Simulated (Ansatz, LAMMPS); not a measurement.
**Glassy 32SiO2-46B2O3-11MgO-11CaO (mol %) (137 atoms): a single point**

Aim: energy, forces, charges and density of states of glassy 32SiO2-46B2O3-11MgO-11CaO (mol %) (137 atoms) at a fixed geometry.

Method: Kohn-Sham DFT, PBE, PAW (set soft_2), plane waves, in Ansatz 0.2.0.

## (1) Starting point

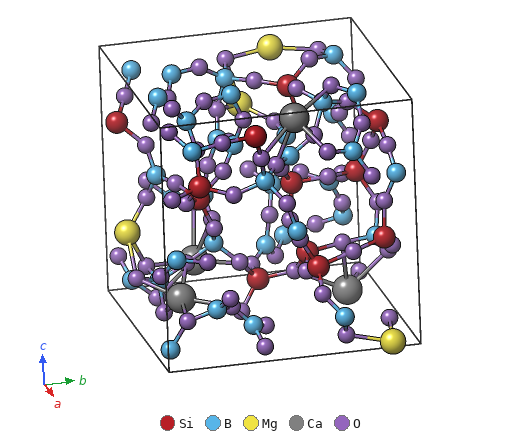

Start, viewed slightly off an axis; silicon red, boron blue, magnesium yellow, calcium grey, oxygen purple. Some periodic images of atoms are drawn too.

The cell holds 137 atoms: 12 Si, 34 B, 4 Mg, 4 Ca and 83 O. Cell: a = 11.466 Å, b = 11.466 Å, c = 11.466 Å, α = 90.0°, β = 90.0°, γ = 90.0°. 137 atoms (12 Si, 34 B, 4 Mg, 4 Ca, 83 O) placed at random at 2.18 g/cm³, melted at 3000 K for 20 ps at fixed volume with the Buckingham and Coulomb pair potential of Guillot and Sator (Geochim. Cosmochim. Acta 71, 1249 (2007)) with the boron terms of Wang et al. (J. Non-Cryst. Solids 498, 294 (2018)). Quenched from 3000 K to 300 K at 100 K/ps and fixed volume, held 10 ps at zero pressure.

What the set-up can't give: The quench rate of 100 K/ps far exceeds what a furnace or splat quench reaches, so expect more defects and frozen-in strain than in a real sample. The starting topology of bonds comes from the classical model, and needn't be the one that DFT or experiment would give. Sampling is at Γ alone, for a cell whose shortest periodic width is 11 Å.

## (2) The classical run that made the cell

A classical potential makes the cell, at a small fraction of what the same run would cost in DFT.

This step: classical MD, Buckingham and Coulomb pair potential of Guillot and Sator (Geochim. Cosmochim. Acta 71, 1249 (2007)) with the boron terms of Wang et al. (J. Non-Cryst. Solids 498, 294 (2018)) (LAMMPS 22 Jul 2025 - Update 4).

Input file in.lmp:

```
# melt-quench of Si12B34Mg4Ca4O83
units metal
atom_style charge
boundary p p p
region box block 0 12.0359 0 12.0359 0 12.0359
create_box 5 box
mass 1 28.0850   # Si
mass 2 10.8100   # B
mass 3 24.3050   # Mg
mass 4 40.0780   # Ca
mass 5 15.9990   # O
create_atoms 1 random 12 37743 NULL overlap 1.5 maxtry 2000
create_atoms 2 random 34 37750 NULL overlap 1.5 maxtry 2000
create_atoms 3 random 4 37757 NULL overlap 1.5 maxtry 2000
create_atoms 4 random 4 37764 NULL overlap 1.5 maxtry 2000
create_atoms 5 random 83 37771 NULL overlap 1.5 maxtry 2000
pair_style buck/coul/long 9.0
pair_coeff * * 0.0 1.0 0.0
pair_coeff 1 5 50306.10 0.161 46.2978   # Si-O
pair_coeff 2 5 206941.81 0.124 35.0018   # B-O
pair_coeff 3 5 32652.64 0.178 27.281   # Mg-O
pair_coeff 4 5 155667.70 0.178 42.2597   # Ca-O
pair_coeff 5 5 9022.79 0.265 85.0921   # O-O
pair_coeff 2 2 484.40 0.35 0.0   # B-B
pair_coeff 1 2 337.70 0.29 0.0   # Si-B
set type 1 charge 1.89
set type 2 charge 1.4175
set type 3 charge 0.945
set type 4 charge 0.945
set type 5 charge -0.945
kspace_style pppm 1.0e-4
neigh_modify delay 0 every 1 check yes
thermo_style custom step time temp pe press density
thermo_modify norm yes
# [... 17 lines left out ...]
fix md all nvt temp 3000 300 0.1
run 27000 post no
unfix md
thermo 3333
fix md all npt temp 300 300 0.1 iso 0 0 1
run 10000 post no
unfix md
write_dump all custom glass.dump id type xs ys zs modify sort id
```

Launch:

```bash
> lmp -in in.lmp -log none -nocite
```

Numbers of over 12 decimals in the logs are rounded to 6 here.

The program printed:

```text
LAMMPS (22 Jul 2025 - Update 4)
Created orthogonal box = (0 0 0) to (12.0359 12.0359 12.0359)
Created 12 atoms
Created 34 atoms
Created 4 atoms
Created 4 atoms
Created 83 atoms
PPPM initialization ...
  G vector (1/distance) = 0.3261271
  grid = 10 10 10
  estimated relative force accuracy = 6.6918602e-05
   Step          Time           Temp          PotEng         Press         Density
         0   0              0              1.4664012      1348540.1      2.1809742
       100   0.1            0             -10.884354     -34494.843      2.1809742
       122   0.122          0             -10.949942     -39896.776      2.1809742
[... 19 lines left out ...]
[... 2 lines left out ...]
Loop time of 12.769 s on 1 MPI rank(s) for 20000 steps with 137 atoms
   Step          Time           Temp          PotEng         Press         Density
[... 12 lines left out ...]
Loop time of 16.9586 s on 1 MPI rank(s) for 27000 steps with 137 atoms
   Step          Time           Temp          PotEng         Press         Density
[... 1 line left out ...]
     49995   49.995         309.87103     -11.208522      4030.0567      2.4987556
     53328   53.328         265.15144     -11.206371     -9737.5282      2.5378568
     56661   56.661         350.52197     -11.206424      10079.359      2.5468321
     58000   58             323.80786     -11.205663      681.35108      2.5225859
Loop time of 7.96736 s on 1 MPI rank(s) for 10000 steps with 137 atoms
```

Run time: 39 s. Hardware: 1 thread of Arm Neoverse V1, shared host; peak memory 0.078 GiB.

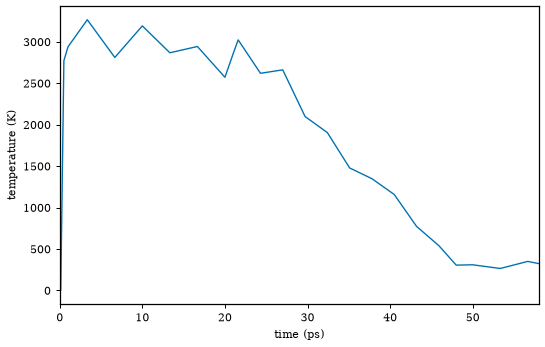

Temperature against time.

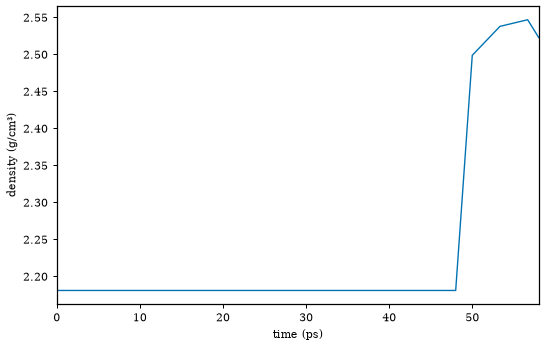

Density against time.

## (3) Plane-wave single point

One self-consistent run at the given positions yields energy and forces.

Input file input.yaml:

```yaml
crystal:
  lattice:
    - [11.46604, 0.0, 0.0]
    - [0.0, 11.46604, 0.0]
    - [0.0, 0.0, 11.46604]
  atoms:
    - { symbol: Si, position: [0.36219, 0.6585, 0.88281] }
    - { symbol: Si, position: [0.55022, 0.96355, 0.76748] }
    - { symbol: Si, position: [0.54947, 0.24602, 0.53006] }
    - { symbol: Si, position: [0.42214, 0.49794, 0.13143] }
    - { symbol: Si, position: [0.78023, 0.92108, 0.37226] }
    - { symbol: Si, position: [0.5608, 0.66534, 0.26765] }
    - { symbol: Si, position: [0.96985, 0.38292, 0.91069] }
    - { symbol: Si, position: [0.76469, 0.20163, 0.65652] }
    - { symbol: Si, position: [0.82137, 0.64686, 0.29797] }
    - { symbol: Si, position: [0.2041, 0.01206, 0.75542] }
    - { symbol: Si, position: [0.4402, 0.89531, 0.53333] }
    - { symbol: Si, position: [0.47961, 0.63138, 0.52834] }
    - { symbol: B, position: [0.75637, 0.98306, 0.62068] }
    - { symbol: B, position: [0.6634, 0.1827, 0.89425] }
    - { symbol: B, position: [0.82403, 0.04927, 0.02797] }
    - { symbol: B, position: [0.19742, 0.58504, 0.18472] }
    - { symbol: B, position: [0.49526, 0.40383, 0.71425] }
    - { symbol: B, position: [0.54463, 0.38942, 0.93891] }
    - { symbol: B, position: [0.09315, 0.91848, 0.23082] }
    - { symbol: B, position: [0.30994, 0.13524, 0.56045] }
    - { symbol: B, position: [0.59488, 0.73956, 0.88474] }
    - { symbol: B, position: [0.2052, 0.04815, 0.10639] }
    - { symbol: B, position: [0.7792, 0.83312, 0.97222] }
    - { symbol: B, position: [0.26476, 0.39334, 0.66259] }
    - { symbol: B, position: [0.03313, 0.90794, 0.62903] }
    - { symbol: B, position: [0.13205, 0.63121, 0.40468] }
    - { symbol: B, position: [0.77273, 0.39285, 0.07188] }
    - { symbol: B, position: [0.20766, 0.84296, 0.4191] }
    - { symbol: B, position: [0.23612, 0.33787, 0.42998] }
    - { symbol: B, position: [0.65602, 0.58758, 0.7024] }
    - { symbol: B, position: [0.92671, 0.54494, 0.49012] }
    - { symbol: B, position: [0.23914, 0.8708, 0.9435] }
    [... 99 atom lines left out ...]
    - { symbol: O, position: [0.95543, 0.26363, 0.25584] }
    - { symbol: O, position: [0.5429, 0.84949, 0.85633] }
    - { symbol: O, position: [0.29484, 0.08724, 0.18876] }
    - { symbol: O, position: [0.54286, 0.80895, 0.28441] }
    - { symbol: O, position: [0.68413, 0.75516, 0.98022] }
    - { symbol: O, position: [0.28272, 0.54403, 0.89064] }
kpoints:
  mp_grid: { grid: [1, 1, 1] }
hamiltonian:
  xc: pbe
scf:
  occupations: { method: fixed }
output:
  forces: true
  stress: true
  populations: true
  dos:
    method: { smearing: { sigma: 0.1 } }
    de: 0.1
    projected: { site_lists: { B: [B], Ca: [Ca], Mg: [Mg], O: [O], Si: [Si] } }
  eigenvalues: true
  write_density: true
  write_potential: true
  volumetric_format: npy
```

Launch:

```bash
> ansatz run input.yaml --threads 8 --pin off --max-ram 15872MiB --backend cpu --events-out ev --progress --plain --runs-dir out
```

The program printed:

```text
Engine: ansatz 0.2.0, aarch64-unknown-linux-gnu
Pseudopotentials: kind: paw
Pseudopotential: Si, paw, valence charge 4, recommended cutoff 420 eV (normal), Si.paw.azcp
Pseudopotential: B, paw, valence charge 3, recommended cutoff 420 eV (normal), B.paw.azcp
Pseudopotential: Mg, paw, valence charge 10, recommended cutoff 420 eV (normal), Mg.paw.azcp
Pseudopotential: Ca, paw, valence charge 10, recommended cutoff 420 eV (normal), Ca.paw.azcp
Pseudopotential: O, paw, valence charge 6, recommended cutoff 420 eV (normal), O.paw.azcp
[... 5 lines on functional and potentials left out ...]
Crystal: 137 atoms, lattice volume = 1507.441 Å³
Basis set: ecut = 420 eV, 29423 PW (Γ), exchange–correlation on 160×160×160 points (8 copies of the dense FFT grid, shifted against one another)
Bands: 501, of which v1, the nominal top of the filled ones, is band 364 counted from 1 (363 counted from 0)
Symmetry: 1 space group operations
Space group: P1 (ITA 1), of the structure as read, at distance tolerance 1.1e-4 Å
k-points: 1
[... 11 lines on functional and potentials left out ...]
Initial density: superposition of atomic densities (neutral atoms: chi_scale 0, normalization atom), corrected by the library's trained network
Initial wavefunctions: pseudopotential atomic-orbital guess
Functional: x = pbe(κ = 0.804, μ = 0.219515), c = pbe(β = 0.066725)
SCF iter   1: F=—  HF=-75112.406309 eV  |F-HF|=—  |Δ(HF+E_count)|=         —  Δρ=3.80e-3  dr2=3.21e-1  ethr=1.77e-3  ⟨swp⟩=7.0  Hψ=1822  notcnv=0  defer=135
preconditioner: auto → Resta (q_TF=auto, 2.417 Å⁻¹)  ε∞=3.3  [insulator: Δε(μ)=3.614 eV  Ē_g=16.681 eV  n_scr=364 (ndim 8)  ℏωp=25.1 eV  f_vac=0.127  ε∞_Penn≈3.3]
SCF iter   2: F=—  HF=-75112.370815 eV  |F-HF|=—  |Δ(HF+E_count)|=   3.55e-2  Δρ=1.97e-3  dr2=7.06e-2  ethr=4.41e-5  ⟨swp⟩=2.0  Hψ=830  notcnv=0  defer=135
SCF iter   3: F=—  HF=-75112.364041 eV  |F-HF|=—  |Δ(HF+E_count)|=   6.77e-3  Δρ=8.32e-4  dr2=1.79e-2  ethr=9.70e-6  ⟨swp⟩=3.0  Hψ=627  notcnv=0  defer=135
SCF iter   4: F=—  HF=-75112.361074 eV  |F-HF|=—  |Δ(HF+E_count)|=   2.97e-3  Δρ=2.90e-4  dr2=1.46e-3  ethr=2.45e-6  ⟨swp⟩=3.0  Hψ=627  notcnv=0  defer=135
SCF iter   5: F=—  HF=-75112.361120 eV  |F-HF|=—  |Δ(HF+E_count)|=   4.68e-5  Δρ=1.81e-4  dr2=4.08e-4  ethr=2.00e-7  ⟨swp⟩=2.0  Hψ=712  notcnv=0  defer=135
SCF iter   6: F=—  HF=-75112.361083 eV  |F-HF|=—  |Δ(HF+E_count)|=   3.72e-5  Δρ=4.94e-5  dr2=3.33e-5  ethr=5.61e-8  ⟨swp⟩=2.0  Hψ=631  notcnv=0  defer=135
SCF iter   7: F=—  HF=-75112.361511 eV  |F-HF|=—  |Δ(HF+E_count)|=   4.27e-4  Δρ=1.91e-5  dr2=5.35e-6  ethr=4.57e-9  ⟨swp⟩=2.0  Hψ=863  notcnv=0  defer=135
SCF iter   8: F=—  HF=-75112.361515 eV  |F-HF|=—  |Δ(HF+E_count)|=   4.72e-6  Δρ=1.21e-5  dr2=1.83e-6  ethr=7.34e-10  ⟨swp⟩=2.0  Hψ=625  notcnv=0  defer=135
SCF iter   9: F=—  HF=-75112.361515 eV  |F-HF|=—  |Δ(HF+E_count)|=   1.15e-8  Δρ=2.74e-6  dr2=1.18e-7  ethr=2.51e-10  ⟨swp⟩=2.0  Hψ=628  notcnv=0  defer=135
SCF iter  10: F=-75112.361516 eV  HF=-75112.361516 eV  |F-HF|=1.71e-8  |Δ(HF+E_count)|=   1.37e-7  Δρ=1.82e-6  dr2=3.98e-8  ethr=1.37e-11  ⟨swp⟩=23.0  Hψ=5464  notcnv=0
SCF 1 converged in 10 iterations: F = -75112.361516 eV  dr2 = 3.98e-8
  greatest PAW one-centre occupation: 1.000 electrons in one spin orbital (limit 2), on the Mg atom at site 46 (counted from 0), in its partial waves of l = 0
SCF converged after 10 iterations
Free energy (F): -75112.361516 eV
Harris-Foulkes:  -75112.361516 eV  (|F-HF|=1.71e-8)
Internal energy: -75112.361516 eV  (E = F + TS)
E sigma→0 (E₀):  -75112.361516 eV
Fermi energy:    4.926284 eV
--- Per-component energies (eV) ---
  E_band       = -4696.768279
  E_kinetic    = 18296.037745
  E_local      = -55273.035990  (includes V_loc(G=0)·N_el)
  E_nonlocal   = 5297.642629
  E_hartree    = 20503.310272
  E_xc         = -8526.805205
  E_vxc        = -10485.643596  (∫ρ·V_xc dr)
  E_paw        = -26621.313962  (= ΣΔE_a)
  E_vpaw       = -3538.604872  (= ΣTr[D̂ρ^β])
  E_aug_tail   = 0.212486  (compensation charges beyond the density's cutoff)
  E_ewald      = -28788.409491
  E_smearing   = -0.000000  (= −TS)
  E_closure    = 0.000000  (closes the sum)
  Σ components = -75112.361516   (vs F -75112.361516, Δ=0.00e0)
--- Forces (eV/Å), atoms counted from 1 ---
  atom   1  Si     0.42051482     1.17731074    -3.40438104
  atom   2  Si    -0.70770513    -2.20095172    -0.69694674
  atom   3  Si    -2.79897262     1.22618942     0.70184950
  atom   4  Si     1.89895202    -1.10755372     0.78471212
  atom   5  Si     2.84184827    -0.35244537     1.59196180
  atom   6  Si     0.16020934     1.40245497     1.99532460
  atom   7  Si    -0.90893706    -1.81696033    -0.13028344
  atom   8  Si    -0.58061378    -1.11771903     0.82145199
  atom   9  Si     1.85105048     2.90400236     1.50690517
  atom  10  Si    -0.02504001    -1.84384518    -0.24142397
  atom  11  Si     1.51975281    -1.63523109    -1.82800712
  atom  12  Si    -0.21107420     1.87110736    -0.75621497
  atom  13  B      0.06457327     1.32037278    -1.67631596
  atom  14  B      1.13751474     2.13231012    -0.24617622
[...]
atom 136  O     -0.01726762     0.56663283     0.26191854
  atom 137  O     -1.60948366    -1.37143532     1.12953586
  max |Σ_I F_I| component: 4.59e-5 eV/Å
--- Stress (GPa, compression-positive) ---
       -1.973564      -0.057695       0.280544
       -0.057695      -2.691999      -0.595978
        0.280550      -0.595970      -2.623824
  P = ⅓ Tr σ = -2.4298 GPa (-24.298 kbar)
--- Band table (eV) ---
  k-point 0: bands = ["-69.6387", "-69.4442", "-69.4414", "-69.0453", [... 485 levels ...], "14.8433", "14.8680", "14.9193", "14.9640", "14.9790", "15.0244", "15.0809", "15.1236", "15.1675", "15.1924", "15.2232", "15.2684"]
--- Löwdin populations: 137 sites ---
  site symbol       q [e]
     0     Si      2.3037
     1     Si      2.1981
     2     Si      2.2510
[...]
136      O      6.6320
  spilling = 0.010286 (of n_electrons = 728.000000)
```

Elapsed: 22 s, on 8 threads of Arm Neoverse V1, shared host; peak memory 2.3 GiB; 2.8 min of CPU time.

The column dr2 measures how far the density is from self-consistency, as an energy; F and HF (Harris–Foulkes) agree once it is small.

Read from the output:

| Quantity | Value |
| --- | --- |
| free energy | -75112.3615 eV |
| free energy per atom | -548.2654 eV/atom |
| SCF cycles | 10 |
| pressure | -2.43 GPa |
| r.m.s. force component | 1.112 eV/Å |
| longest force | 4.01 eV/Å |
| Fermi energy | 4.926 eV |
| gap (highest filled to lowest empty level) | 3.229 eV |
| spilling of the projection | 0.01029 |

Neighbours are counted within 1.82 Å (O-B), 2.08 Å (O-Si), 2.98 Å (O-Ca), 2.58 Å (O-Mg).

Length of the force by element and coordination:

| element | coordination | atoms | mean length of the force (eV/Å) | spread | least | most |
| --- | --- | --- | --- | --- | --- | --- |
| B | all | 34 | 2.26 | 0.980 | 0.623 | 4.01 |
| B | 3 | 24 | 2.06 | 0.875 | 0.623 | 4.01 |
| B | 4 | 10 | 2.75 | 1.04 | 0.871 | 3.89 |
| Ca | all | 4 | 0.968 | 0.227 | 0.754 | 1.35 |
| Ca | 7 | 2 | 0.884 | 0.0243 | 0.860 | 0.909 |
| Ca | 8 | 2 | 1.05 | 0.297 | 0.754 | 1.35 |
| Mg | all | 4 | 1.44 | 0.669 | 0.668 | 2.36 |
| Mg | 5 | 1 | 2.36 | 0 | 2.36 | 2.36 |
| Mg | 6 | 3 | 1.14 | 0.474 | 0.668 | 1.79 |
| O | all | 83 | 1.41 | 0.657 | 0.412 | 3.59 |
| O | 2 | 45 | 1.29 | 0.723 | 0.412 | 3.59 |
| O | 3 | 30 | 1.58 | 0.559 | 0.525 | 2.50 |
| O | 4 | 7 | 1.30 | 0.425 | 0.625 | 1.93 |
| O | 5 | 1 | 1.82 | 0 | 1.82 | 1.82 |
| Si | all | 12 | 2.61 | 0.692 | 1.50 | 3.76 |

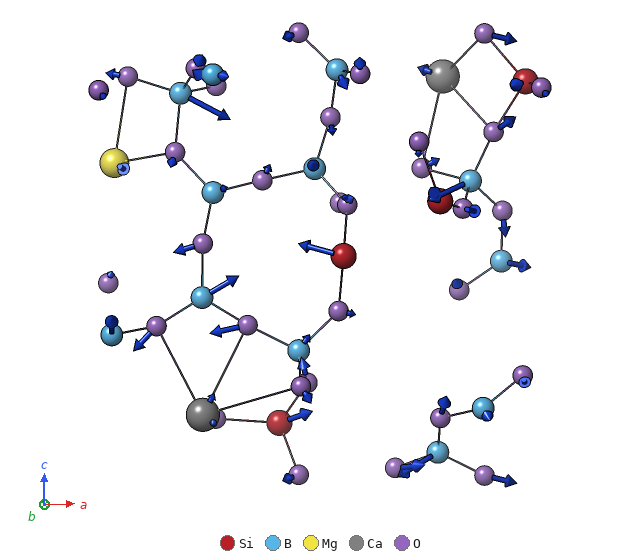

Forces as arrows; the longest in the cell is 4.01 eV/Å. Drawn is a slice 4 Å thick, seen along the normal of the ac plane. Bonds to atoms that aren't drawn are left out.

Löwdin charges by element and coordination (they lack the spilled electrons, 0.055 e an atom on average):

| element | coordination | atoms | mean charge (e) | spread | least | most |
| --- | --- | --- | --- | --- | --- | --- |
| B | all | 34 | 0.608 | 0.058 | 0.421 | 0.684 |
| B | 3 | 24 | 0.636 | 0.0349 | 0.570 | 0.684 |
| B | 4 | 10 | 0.54 | 0.044 | 0.421 | 0.595 |
| Ca | all | 4 | 1.82 | 0.0177 | 1.80 | 1.84 |
| Ca | 7 | 2 | 1.84 | 9.0e-4 | 1.84 | 1.84 |
| Ca | 8 | 2 | 1.81 | 0.004 | 1.80 | 1.81 |
| Mg | all | 4 | 1.66 | 0.0193 | 1.63 | 1.68 |
| Mg | 5 | 1 | 1.63 | 0 | 1.63 | 1.63 |
| Mg | 6 | 3 | 1.67 | 0.011 | 1.66 | 1.68 |
| O | all | 83 | -0.581 | 0.132 | -0.946 | -0.369 |
| O | 2 | 45 | -0.574 | 0.134 | -0.798 | -0.369 |
| O | 3 | 30 | -0.564 | 0.123 | -0.946 | -0.425 |
| O | 4 | 7 | -0.689 | 0.120 | -0.851 | -0.513 |
| O | 5 | 1 | -0.607 | 0 | -0.607 | -0.607 |
| Si | all | 12 | 1.75 | 0.034 | 1.70 | 1.80 |

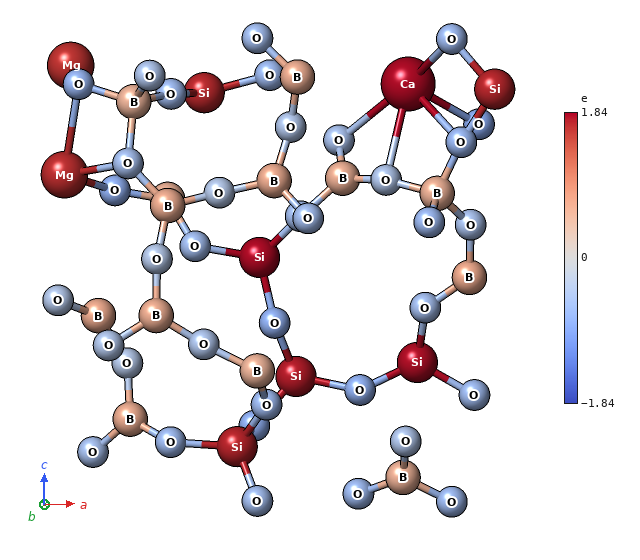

Atoms coloured by Löwdin charge. Drawn is a slice 4 Å thick, seen along the normal of the ac plane.

States in the cell by windows of 1 eV, zero at the Fermi level; the larger projections on atomic orbitals stand beside the total:

| from (eV) | to (eV) | total | O p | B p |
| --- | --- | --- | --- | --- |
| -18 | -17 | 7.8 | 0.2 | 1.4 |
| -17 | -16 | 4.2 | 0.1 | 0.7 |
| -16 | -12 | 0.0 | 0.0 | 0.0 |
| -12 | -11 | 11.8 | 8.2 | 0.6 |
| -11 | -10 | 21.3 | 14.8 | 1.6 |
| -10 | -9 | 29.1 | 20.0 | 3.8 |
| -9 | -8 | 38.3 | 26.6 | 7.4 |
| -8 | -7 | 39.7 | 28.4 | 6.5 |
| -7 | -6 | 32.9 | 24.1 | 5.5 |
| -6 | -5 | 44.9 | 35.8 | 5.1 |
| -5 | -4 | 65.2 | 56.1 | 4.0 |
| -4 | -3 | 76.5 | 69.6 | 2.5 |
| -3 | -2 | 83.6 | 79.1 | 1.3 |
| -2 | -1 | 41.3 | 39.6 | 0.5 |
| -1 | 0 | 12.0 | 11.5 | 0.2 |
| 0 | 1 | 1.2 | 1.2 | 0.0 |
| 1 | 3 | 0.0 | 0.0 | 0.0 |
| 3 | 4 | 12.1 | 1.2 | 3.7 |
| 4 | 5 | 35.3 | 3.4 | 10.4 |

With fixed occupations the program's Fermi level is the highest filled level; weight inside the gap is the broadening of levels at its edges.

Between -26 and -18 eV lie 178 more states.

The stored curve holds about 688 of the 728 electrons; the rest, give or take the few that broadening carries across the Fermi level, lie in deeper levels below its range.

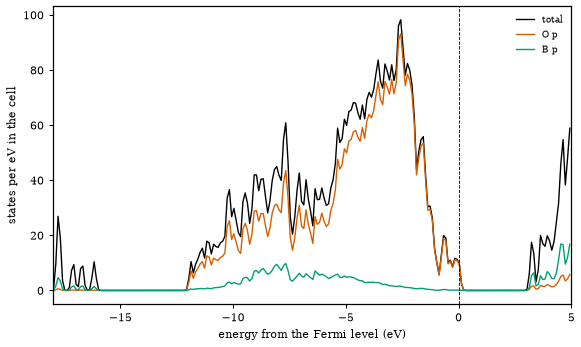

Total and projected density of states, with the broadening of the input.

The levels nearest the highest filled one (over half full), pooled over k-points and spins:

| level less the highest filled one (eV) | occupation |
| --- | --- |
| -0.751 | 2 |
| -0.625 | 2 |
| -0.576 | 2 |
| -0.375 | 2 |
| -0.171 | 2 |
| 0 | 2 |
| 3.23 | 0 |
| 3.30 | 0 |
| 3.62 | 0 |
| 3.67 | 0 |
| 3.82 | 0 |
| 3.94 | 0 |

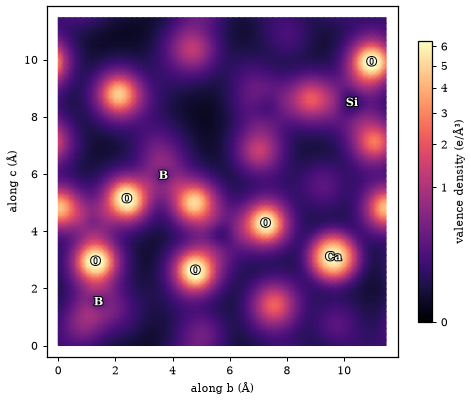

Valence density in the bc plane at fractional x = 0.452, with atoms of Si and B and Ca and O within 0.2 Å of it. It is the smooth field of the valence electrons, not physical close to the nuclei. The map starts off the cell's origin, so that atoms lie inside it. The colour scale is stretched toward low values.

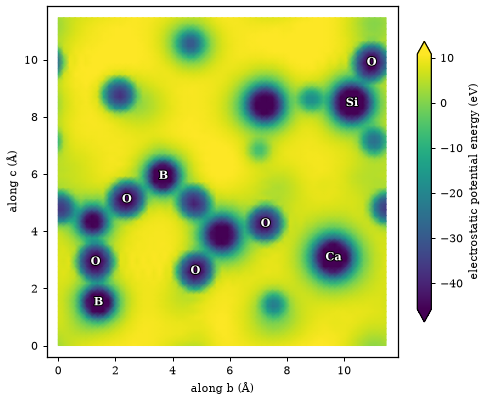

Electrostatic potential energy in the bc plane at fractional x = 0.452, with atoms of Si and B and Ca and O within 0.2 Å of it. With pseudopotentials it is smooth inside the atoms' cores, unlike the true potential. The map starts off the cell's origin, so that atoms lie inside it.

Mean Löwdin charges: B +0.61, Ca +1.82, Mg +1.66, O -0.58, Si +1.75 e (they miss 1.0 % of the electrons, so they add up to more than the cell's charge). The largest share in the top eV of filled states is O p (97 % of the projected weight), and in the lowest eV of empty states B p (50 % of the projected weight).

(Continued in part 2 of 2.)

[Logs are printed without paths, hosts, clocks, repeated set-up lines and the standing remarks that a program may print on its own settings, such as how far it seeks lower states.]

[Hosts, paths, dates, database ids (printed as entryN), source tags and the programs' standing remarks are cut or masked in the printed files.]
